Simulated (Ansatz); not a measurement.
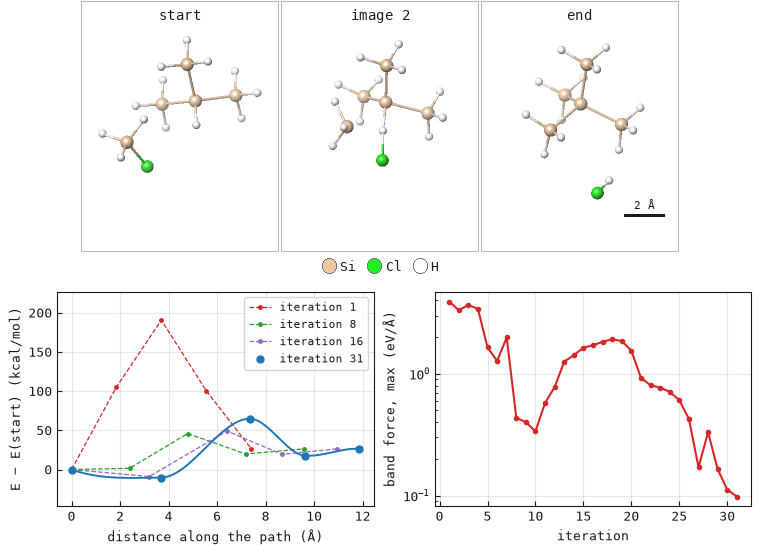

A nudged-elastic-band calculation for Si$_{5}$H$_{13}$Cl, made up at the start of SiH₃Cl and Si$_{4}$H$_{10}$. Images are numbered from 0 (start) to 4 (end). The plot follows the band through its iterations. Style: ball-and-stick. Shown from a free direction.

All numbers below come from RKS r2SCAN-D4/STO-3G in Ansatz. Settings: 3 movable images; climbing image.

Did the band converge, and can the barrier be trusted?

The run is converged, with reservations. The band converged in 31 iterations. The largest component of the band force went from 3.9 to 0.098 eV/Å. The climbing image converged on the top of the path. Its curvatures weren't checked. The largest force component is 1.64 eV/Å at the start and 2.15 eV/Å at the end; an end with forces this large is no minimum, and the barrier measured from it can be far off. The first iteration put the highest image at 190.6 kcal/mol. Relative to the start the highest point is image 2 at +64.8 kcal/mol and the end lies at +26.4 kcal/mol, but the profile dips to −10.3 kcal/mol at image 1 on the way, so an end point isn't at the bottom of its valley along this path.

Limits of the set-up: the start holds two separate molecules, 2.8 Å apart at their closest, whose relative position is a soft coordinate; STO-3G is a minimal basis, so the numbers are rough.
